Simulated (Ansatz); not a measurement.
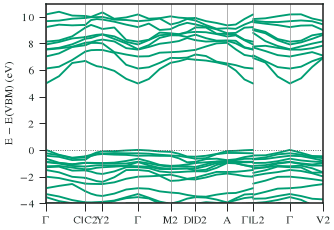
Band structure from DFT-HSE06 in the program Ansatz with PAW potentials

### Question
Read off the gap and where the band edges lie.

### Answer
About 5.0 eV (4.99 eV among the points solved); maximum at Γ, minimum at Γ.

The material is Ba₂CdB₂O₆ in space group C2/m (No. 12; Pearson symbol mS22).

The first step of the workflow began from a Materials Project structure, measured or hypothetical; the Crystallography Open Database copy checked does not list it. Whether it is the stable phase at ambient conditions was not checked. The HSE06 relaxation kept the symmetry of its start; its stability against distortions is not shown here. The hybrid was solved on a coarse mesh, the path and, where they were found, the r²SCAN edge points; its band edges are the extreme levels among these. Spin–orbit coupling is left out wherever it is not named.

Potentials: the later of the program's two PAW sets.
